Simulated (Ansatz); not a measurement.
# One shape, several levels: C2H7NSi (SMILES C=NC[SiH3])

We compute a comparison of 5 runs (HF/STO-3G, HF/3-21G, B2PLYP/cc-pVDZ, B3LYP/cc-pVDZ, BHLYP/cc-pVDZ) of C2H7NSi. 

Program for the calculation: Ansatz 0.2.0.

52 further runs of the same task are left out: 52 set aside as unsound or not needed.

## Step 1: The structure to begin with

C2H7NSi: 11 atoms, total charge 0, spin state singlet. SMILES: `C=NC[SiH3]`. The Si4–H10 distance was set to 1.707 Å, away from the relaxed value.

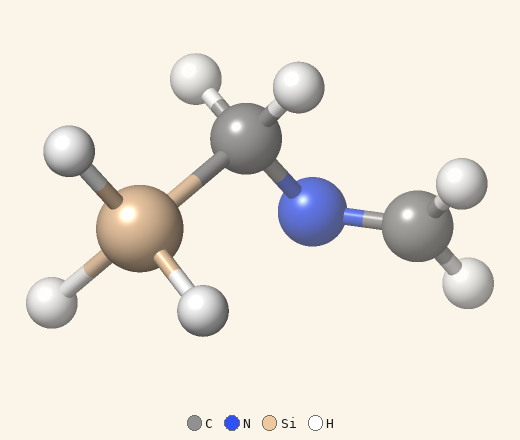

The structure, seen from a chosen angle (carbon grey, nitrogen blue, silicon light orange, hydrogen white).

## Step 2: The energy at HF/STO-3G (run 1)

Input file input.yaml:

```yaml
crystal:
  periodic: [false, false, false]
  atoms:
    - {symbol: C, position_ang: [-0.506460, 1.933152, 0.530701]}
    - {symbol: "N", position_ang: [-0.865660, 0.776952, 0.184801]}
    - {symbol: C, position_ang: [-0.166060, -0.353148, 0.729401]}
    - {symbol: Si, position_ang: [0.839240, -1.193548, -0.635899]}
    - {symbol: H, position_ang: [-1.012960, 2.797352, 0.103601]}
    - {symbol: H, position_ang: [0.299840, 2.122852, 1.253401]}
    - {symbol: H, position_ang: [-0.896960, -1.087548, 1.084701]}
    - {symbol: H, position_ang: [0.498140, -0.097848, 1.571301]}
    - {symbol: H, position_ang: [1.862540, -0.247448, -1.153099]}
    - {symbol: H, position_ang: [-0.179800, -1.683000, -1.914500]}
    - {symbol: H, position_ang: [1.522840, -2.386248, -0.065599]}
basis:
  gaussian: {orbitals: STO-3G}
hamiltonian: {xc: hf}
accuracy: high
output: {orbitals: {seedname: orbitals}}
```

The run is started by

```
$ ansatz run input.yaml --threads 1 --pin off --max-ram 2610MiB --events-out events.jsonl --progress --plain --runs-dir runs
```

The program printed:

```text
Warning: RAYON_NUM_THREADS=1 ignored (pool sized by the plan → 1); use --threads N
Functional definition: HF
  name "HF"
  exchange = exact_x
  correlation = 0
634 factors; integrals over basis functions are off by at most 3.1e-9 eV
mean field evaluation 1: about -11376.7374 eV, gradient 2.1e1 eV
mean field evaluation 2: about -11376.8912 eV, gradient 2.1e1 eV
mean field evaluation 4: about -11378.4987 eV, gradient 2.0e0 eV
mean field evaluation 8: about -11378.5263 eV, gradient 1.6e-5 eV
mean field -11378.52451843 eV, -418.1530634112 hartree, gradient 9.9e-8 eV, S^2 0.000000; 0 other end points of the search recorded, 0 dependent functions left out
reference -11378.52451843 eV, -418.1530634112 hartree; 20, 20 occupied and 11, 11 virtual orbitals, 634 factors
Total energy: -11378.52451843 eV, -418.1530634112 hartree
```

It took 0.34 s on 1 thread of Arm Neoverse V1, shared host.

## Step 3: A single-point energy at HF/3-21G (run 2)

Edit input.yaml of step 2 so:

```diff
@@ -15,3 +15,3 @@
 basis:
-  gaussian: {orbitals: STO-3G}
+  gaussian: {orbitals: 3-21G.json}
 hamiltonian: {xc: hf}
```

The basis set 3-21G is read from a file made from the Basis Set Exchange's data (not shown).

The run is started by

```
$ ansatz run input.yaml --threads 1 --pin off --max-ram 2610MiB --events-out events.jsonl --progress --plain --runs-dir runs
```

The program printed:

```text
Warning: RAYON_NUM_THREADS=1 ignored (pool sized by the plan → 1); use --threads N
[... 4 set-up lines as earlier in the session ...]
1333 factors; integrals over basis functions are off by at most 4.0e-9 eV
mean field evaluation 1: about -11449.9806 eV, gradient 2.1e1 eV
mean field evaluation 2: about -11450.3963 eV, gradient 2.1e1 eV
mean field evaluation 4: about -11451.7815 eV, gradient 3.4e0 eV
mean field evaluation 8: about -11451.8208 eV, gradient 2.5e-1 eV
mean field evaluation 16: about -11451.8213 eV, gradient 2.5e-8 eV
mean field -11451.82130636 eV, -420.8466706854 hartree, gradient 3.4e-8 eV, S^2 0.000000; 0 other end points of the search recorded, 0 dependent functions left out
reference -11451.82130636 eV, -420.8466706854 hartree; 20, 20 occupied and 34, 34 virtual orbitals, 1333 factors
Total energy: -11451.82130636 eV, -420.8466706854 hartree
```

Wall time 0.87 s (1 thread of Arm Neoverse V1, shared host).

Runs 3 to 4 aren't shown in full; the table further down has their settings and results.

## Step 4: The energy at BHLYP/cc-pVDZ (run 5)

Input file input.yaml:

```yaml
crystal:
  periodic: [false, false, false]
  atoms:
    - symbol: C
      position_ang: [-0.506460, 1.933152, 0.530701]
    - symbol: "N"
      position_ang: [-0.865660, 0.776952, 0.184801]
    - symbol: C
      position_ang: [-0.166060, -0.353148, 0.729401]
    - symbol: Si
      position_ang: [0.839240, -1.193548, -0.635899]
    - symbol: H
      position_ang: [-1.012960, 2.797352, 0.103601]
    - symbol: H
      position_ang: [0.299840, 2.122852, 1.253401]
    - symbol: H
      position_ang: [-0.896960, -1.087548, 1.084701]
    - symbol: H
      position_ang: [0.498140, -0.097848, 1.571301]
    - symbol: H
      position_ang: [1.862540, -0.247448, -1.153099]
    - symbol: H
      position_ang: [-0.179800, -1.683000, -1.914500]
    - symbol: H
      position_ang: [1.522840, -2.386248, -0.065599]
basis:
  gaussian:
    orbitals: cc-pVDZ
hamiltonian:
  xc: {name: BHLYP}
accuracy: high
output:
  orbitals: {seedname: orbitals}
```

The run is started by

```
$ ansatz run input.yaml --threads 1 --pin off --max-ram 2610MiB --events-out events.jsonl --progress --plain --runs-dir runs
```

The program printed:

```text
Warning: RAYON_NUM_THREADS=1 ignored (pool sized by the plan → 1); use --threads N
Functional definition: BHLYP
  name "BHLYP"
  parameter a = 0.5
  exchange = (1 - a)*b88_x + a*exact_x
  correlation = lyp_c
2311 factors; integrals over basis functions are off by at most 3.8e-9 eV
mean field evaluation 1: about -11548.8446 eV, gradient 3.3e1 eV
mean field evaluation 2: about -11549.0468 eV, gradient 3.3e1 eV
mean field evaluation 4: about -11551.5961 eV, gradient 1.9e0 eV
mean field evaluation 8: about -11552.0721 eV, gradient 2.1e-1 eV
mean field evaluation 16: about -11552.0722 eV, gradient 5.3e-5 eV
mean field -11552.07218959 eV, -424.5308226916 hartree, gradient 3.2e-8 eV, S^2 0.000000; 0 other end points of the search recorded, 0 dependent functions left out
reference -11552.07222009 eV, -424.5308238125 hartree; 20, 20 occupied and 75, 75 virtual orbitals, 2311 factors
Total energy: -11552.07222009 eV, -424.5308238125 hartree
```

It took 12 s on 1 thread of Arm Neoverse V1, shared host; peak memory 0.33 GiB.

## Step 5: The series

| run | level | frozen core orbitals | energy (Eh) | HOMO energy (eV) | LUMO energy (eV) | HOMO–LUMO gap (eV) | wall time |
| --- | --- | --- | --- | --- | --- | --- | --- |
| 1 | HF/STO-3G | – | -418.153063 | -8.91 | 8.29 | 17.20 | 0.34 s |
| 2 | HF/3-21G | – | -420.846671 | -10.70 | 4.17 | 14.86 | 0.87 s |
| 3 | B2PLYP/cc-pVDZ | 8 | -424.337608 | -8.75 | 1.39 | 10.14 | 16 s |
| 4 | B3LYP/cc-pVDZ | – | -424.641439 | -7.06 | -0.43 | 6.63 | 11 s |
| 5 | BHLYP/cc-pVDZ | – | -424.530824 | -8.78 | 1.04 | 9.82 | 12 s |

## Step 6: Results

| quantity | value |
| --- | --- |
| run 5: total energy | -424.53082 Eh |
| run 5: HOMO energy | -8.78 eV |
| run 5: LUMO energy | 1.04 eV |
| run 5: HOMO–LUMO gap | 9.82 eV |

The HOMO–LUMO gap runs from 6.63 eV (B3LYP/cc-pVDZ) to 17.20 eV (HF/STO-3G). The two ends differ in method and basis. Totals of different functionals can't be ranked against each other. In run 1 the basis is minimal, so the values are rough. All runs together took 41 s, the longest 16 s.
